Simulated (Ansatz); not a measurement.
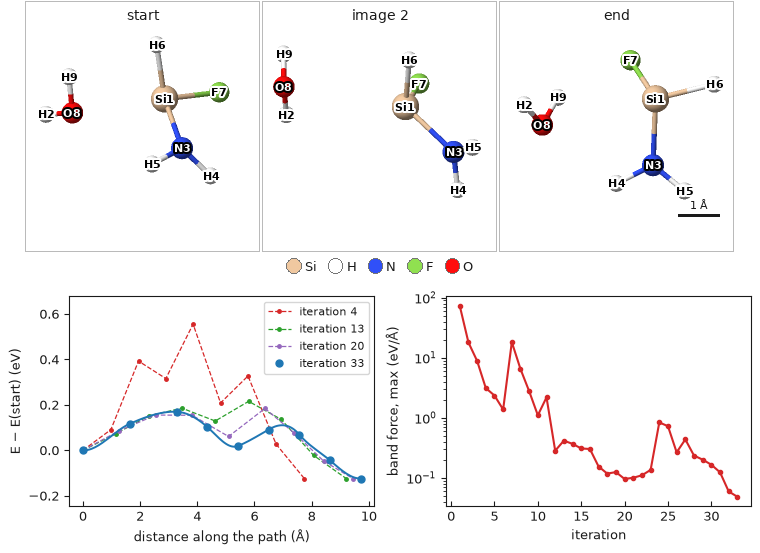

A search for the minimum-energy path of SiNH$_{5}$OF (multiplicity 2), made up at the start of SiNH3F and H₂O by the nudged elastic band. Images are numbered from 0 (start) to 8 (end). The plot follows the band through its iterations. The picture is a ball-and-stick view, seen at a tilt.

Method: UKS PBE0/def2-SVP (Ansatz 0.2.0). Set-up: 7 movable images; climbing image; force threshold 0.05 eV/Å; iteration limit 52; starting path through a guess of the saddle point.

### Judge this run.

The run is converged, with reservations. The band converged in 33 iterations. The largest component of the band force went from 73 to 0.049 eV/Å. The climbing image converged on the top of the path. Its vibrational analysis gives one imaginary mode (56i cm⁻¹), as a transition state must have. The first iteration put the highest image at 18.210 eV. The highest point, image 2, lies 0.170 eV above the start and 0.294 eV above the end; the end is at −0.124 eV relative to the start. The profile has 2 maxima (images 2, 5) with a dip at image 4 (+0.019 eV), so the process runs in steps.

Limits of the set-up: the start holds two separate molecules, 2.3 Å apart at their closest, whose relative position is a soft coordinate and is computed without a dispersion correction.
